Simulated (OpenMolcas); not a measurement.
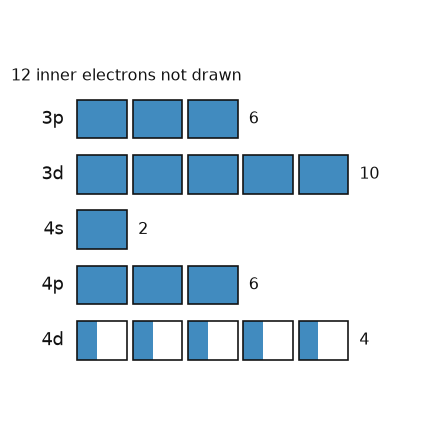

Figure 1. The outer shells of the leading configuration of the lowest level: a box for each of the 2l + 1 orbitals, shaded by the share of the shell that is filled, with the electron count at the right.

## Multiconfigurational calculation for Tc³⁺ (part 1 of 2)

System: Tc³⁺.
Method: state-averaged CASSCF, active space 4 electrons in the shell 4d, basis ANO-RCC-VDZP, DKH2 scalar Hamiltonian, spin-orbit coupling by RASSI with atomic mean-field integrals (OpenMolcas).

### The program's output (extracts)
```
--- SEWARD ---
Basis set label: TC.ANO-RCC...6S5P3D1F.

      Electronic valence basis set:
      ------------------
      Associated Effective Charge  43.000000 au
      Associated Actual Charge     43.000000 au
      Nuclear Model: Point charge

      Shell  nPrim  nBasis  Cartesian Spherical Contaminant
         s      21       6        X
         p      18       5        X
         d      13       3                 X
         f       6       1                 X
                  Relativistic Douglas-Kroll-Hess integrals:
                    - DKH order of Hamiltonian: 2
                    - DKH order of Properties : 0
                  Atomic mean-field integrals
--- RASSCF ---
Wave function specifications:
      -----------------------------

      Number of closed shell electrons          36
      Number of electrons in active shells       4
      Max number of holes in RAS1 space          0
      Max nr of electrons in RAS3 space          0
      Number of inactive orbitals               18
      Number of active orbitals                  5
      Number of secondary orbitals              20
      Spin quantum number                      2.0
      State symmetry                             1
Orbital specifications:
      -----------------------

      Symmetry species                           1   2
                                                ag  au
      Frozen orbitals                            0   0
      Inactive orbitals                          9   9
      Active orbitals                            5   0
      RAS1 orbitals                              0   0
      RAS2 orbitals                              5   0
      RAS3 orbitals                              0   0
      Secondary orbitals                         7  13
      Deleted orbitals                           0   0
      Number of basis functions                 21  22
      Number of CSFs                             5
      Number of root(s) required                 5
      Iter CI   SX   CI       RASSCF       Energy    max ROT     max BLB   max BLB  Level Ln srch  Step   QN
          iter iter root      energy       change     param      element    value   shift minimum  type update
 Nr of preliminary CI iterations:   1
      Total energies have been shifted. Add                -4000.00 au
        1   1    5    0  -280.54925795    0.00E+00   1.71E-01*   7  13 2 -1.85E-01*  0.00   0.00    SX    NO
        2   1    5    0  -280.68205463   -1.33E-01*  3.36E-02    8  14 2  1.06E-01*  0.00   0.00    SX    NO
        3   1    5    0  -280.68920663   -7.15E-03*  1.84E-02    7  13 2 -2.47E-02*  0.00   0.00    SX    NO
        4   1    4    0  -280.69027183   -1.07E-03*  7.13E-03    9  15 2  1.23E-02*  0.00   0.00    SX    NO
        5   1    4    0  -280.69044590   -1.74E-04*  2.13E-03    9  15 2 -4.81E-03*  0.00   0.71    QN   YES
        6   1    3    0  -280.69048275   -3.69E-05*  3.62E-05   14  21 1  3.68E-05   0.00   1.01    QN   YES
        7   1    3    0  -280.69048276   -7.48E-09   1.05E-06    8  14 2  3.96E-06   0.00   1.02    QN   YES
      Convergence after  7 iterations
        8   1    3    0  -280.69048276   -2.00E-11   1.05E-06    9  15 2  4.50E-07   0.00   1.02    QN   YES
      Natural orbitals and occupation numbers for root  1
      sym 1:   1.000000   1.000000   1.000000   1.000000  -0.000000
      Natural orbitals and occupation numbers for root  2
      sym 1:   1.000000   1.000000   1.000000   0.000000   1.000000
      Natural orbitals and occupation numbers for root  3
      sym 1:   0.000000   1.000000   1.000000   1.000000   1.000000
::    RASSCF root number  1 Total energy:  -4280.69048276
::    RASSCF root number  2 Total energy:  -4280.69048276
::    RASSCF root number  3 Total energy:  -4280.69048276
::    RASSCF root number  4 Total energy:  -4280.69048276
::    RASSCF root number  5 Total energy:  -4280.69048276
--- RASSCF ---
Wave function specifications:
      -----------------------------

      Number of closed shell electrons          36
      Number of electrons in active shells       4
      Max number of holes in RAS1 space          0
      Max nr of electrons in RAS3 space          0
      Number of inactive orbitals               18
      Number of active orbitals                  5
      Number of secondary orbitals              20
      Spin quantum number                      1.0
      State symmetry                             1
Orbital specifications:
      -----------------------

      Symmetry species                           1   2
                                                ag  au
      Frozen orbitals                            0   0
      Inactive orbitals                          9   9
      Active orbitals                            5   0
      RAS1 orbitals                              0   0
      RAS2 orbitals                              5   0
      RAS3 orbitals                              0   0
      Secondary orbitals                         7  13
      Deleted orbitals                           0   0
      Number of basis functions                 21  22
      Number of CSFs                            45
      Number of root(s) required                45
      Iter CI   SX   CI       RASSCF       Energy    max ROT     max BLB   max BLB  Level Ln srch  Step   QN
          iter iter root      energy       change     param      element    value   shift minimum  type update
 Nr of preliminary CI iterations:   1
        1   1    0    0 -4280.57014220    0.00E+00   0.00E+00   10  17 1 -1.06E-02*  0.00   0.00    SX    NO
      Natural orbitals and occupation numbers for root  1
      sym 1:   1.066567   0.516362   0.954908   0.567784   0.894379
      Natural orbitals and occupation numbers for root  2
      sym 1:   0.717226   1.102283   0.470098   0.743460   0.966933
      Natural orbitals and occupation numbers for root  3
      sym 1:   0.440379   0.900466   0.961000   0.658506   1.039649
::    RASSCF root number  1 Total energy:  -4280.61106023
::    RASSCF root number  2 Total energy:  -4280.61106023
::    RASSCF root number  3 Total energy:  -4280.61106023
::    RASSCF root number  4 Total energy:  -4280.61106023
::    RASSCF root number  5 Total energy:  -4280.61106023
::    RASSCF root number  6 Total energy:  -4280.61106023
::    RASSCF root number  7 Total energy:  -4280.61106023
::    RASSCF root number  8 Total energy:  -4280.61106023
::    RASSCF root number  9 Total energy:  -4280.61106023
::    RASSCF root number 10 Total energy:  -4280.61106023
::    RASSCF root number 11 Total energy:  -4280.61106023
::    RASSCF root number 12 Total energy:  -4280.60104946
::    RASSCF root number 13 Total energy:  -4280.60104946
::    RASSCF root number 14 Total energy:  -4280.60104946
::    RASSCF root number 15 Total energy:  -4280.59914694
::    RASSCF root number 16 Total energy:  -4280.59914694
::    RASSCF root number 17 Total energy:  -4280.59914694
::    RASSCF root number 18 Total energy:  -4280.59914694
::    RASSCF root number 19 Total energy:  -4280.59914694
::    RASSCF root number 20 Total energy:  -4280.59914694
::    RASSCF root number 21 Total energy:  -4280.59914694
::    RASSCF root number 22 Total energy:  -4280.59128813
::    RASSCF root number 23 Total energy:  -4280.59128813
::    RASSCF root number 24 Total energy:  -4280.59128813
::    RASSCF root number 25 Total energy:  -4280.59128813
::    RASSCF root number 26 Total energy:  -4280.59128813
::    RASSCF root number 27 Total energy:  -4280.59128813
::    RASSCF root number 28 Total energy:  -4280.59128813
::    RASSCF root number 29 Total energy:  -4280.59128813
::    RASSCF root number 30 Total energy:  -4280.59128813
--- RASSCF ---
Wave function specifications:
      -----------------------------

      Number of closed shell electrons          36
      Number of electrons in active shells       4
      Max number of holes in RAS1 space          0
      Max nr of electrons in RAS3 space          0
      Number of inactive orbitals               18
      Number of active orbitals                  5
      Number of secondary orbitals              20
      Spin quantum number                      0.0
      State symmetry                             1
Orbital specifications:
      -----------------------

      Symmetry species                           1   2
                                                ag  au
      Frozen orbitals                            0   0
      Inactive orbitals                          9   9
      Active orbitals                            5   0
      RAS1 orbitals                              0   0
      RAS2 orbitals                              5   0
      RAS3 orbitals                              0   0
      Secondary orbitals                         7  13
      Deleted orbitals                           0   0
      Number of basis functions                 21  22
      Number of CSFs                            50
      Number of root(s) required                50
      Iter CI   SX   CI       RASSCF       Energy    max ROT     max BLB   max BLB  Level Ln srch  Step   QN
          iter iter root      energy       change     param      element    value   shift minimum  type update
 Nr of preliminary CI iterations:   1
        1   1    0    0 -4280.50997191    0.00E+00   0.00E+00   10  17 1 -1.59E-02*  0.00   0.00    SX    NO
      Natural orbitals and occupation numbers for root  1
      sym 1:   0.825279   0.755981   0.310447   1.009782   1.098511
      Natural orbitals and occupation numbers for root  2
      sym 1:   1.027371   1.138514   0.847584   0.220852   0.765678
      Natural orbitals and occupation numbers for root  3
      sym 1:   0.900335   0.521869   0.673101   1.062520   0.842175
::    RASSCF root number  1 Total energy:  -4280.57134897
::    RASSCF root number  2 Total energy:  -4280.57134897
::    RASSCF root number  3 Total energy:  -4280.57134897
::    RASSCF root number  4 Total energy:  -4280.57134897
::    RASSCF root number  5 Total energy:  -4280.57134897
::    RASSCF root number  6 Total energy:  -4280.57134897
::    RASSCF root number  7 Total energy:  -4280.57134897
::    RASSCF root number  8 Total energy:  -4280.57134897
::    RASSCF root number  9 Total energy:  -4280.57134897
::    RASSCF root number 10 Total energy:  -4280.57134897
::    RASSCF root number 11 Total energy:  -4280.57134897
::    RASSCF root number 12 Total energy:  -4280.57134897
::    RASSCF root number 13 Total energy:  -4280.57134897
::    RASSCF root number 14 Total energy:  -4280.56406084
::    RASSCF root number 15 Total energy:  -4280.56406084
::    RASSCF root number 16 Total energy:  -4280.56406084
::    RASSCF root number 17 Total energy:  -4280.56406084
::    RASSCF root number 18 Total energy:  -4280.56406084
::    RASSCF root number 19 Total energy:  -4280.56406084
::    RASSCF root number 20 Total energy:  -4280.56406084
::    RASSCF root number 21 Total energy:  -4280.56406084
::    RASSCF root number 22 Total energy:  -4280.56406084
::    RASSCF root number 23 Total energy:  -4280.54353072
::    RASSCF root number 24 Total energy:  -4280.53485454
::    RASSCF root number 25 Total energy:  -4280.53485454
::    RASSCF root number 26 Total energy:  -4280.53485454
::    RASSCF root number 27 Total energy:  -4280.53485454
::    RASSCF root number 28 Total energy:  -4280.53485454
::    RASSCF root number 29 Total energy:  -4280.51203265
::    RASSCF root number 30 Total energy:  -4280.51203265
```

(Continued in part 2.) Outcome of the run: converged.
